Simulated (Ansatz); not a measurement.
Take CsPbCl3 in the cubic perovskite structure (space group Pm-3m, No. 221; a = 5.521 Å) as the base. Axes: x, y, z lie along the cube axes.

Perturbation: tensile biaxial strain of 3.00 % in the plane normal to [001], as in epitaxy on a mismatched substrate; the out-of-plane cell vector and the atoms relax.

Level of theory: LDA (Ansatz, an electronic-structure program, PAW, scalar-relativistic without spin-orbit coupling).

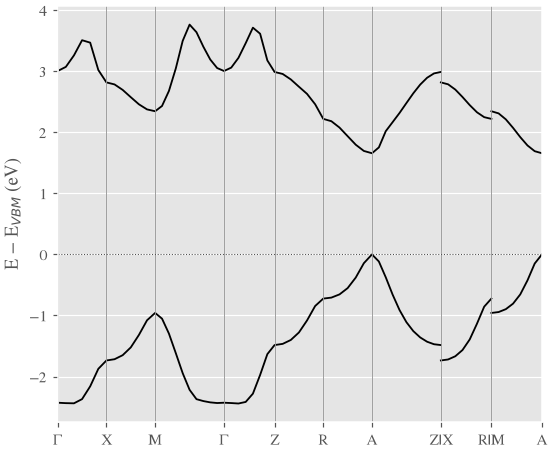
*Highest valence and lowest conduction band along the path of the changed cell's own zone*

**Question.** From the figure, how large is the changed gap, and is it direct?

**Answer.** About 1.7 eV, direct at A.

With Pb present, leaving out spin-orbit coupling can change the band edges. Stability against distortions was not tested. Many cubic perovskites are stable only at high temperature; tilts and polar distortions were not tested. This is not the structure that CsPbCl3 has at room temperature and ambient pressure. k-point labels follow each cell's own Brillouin zone.
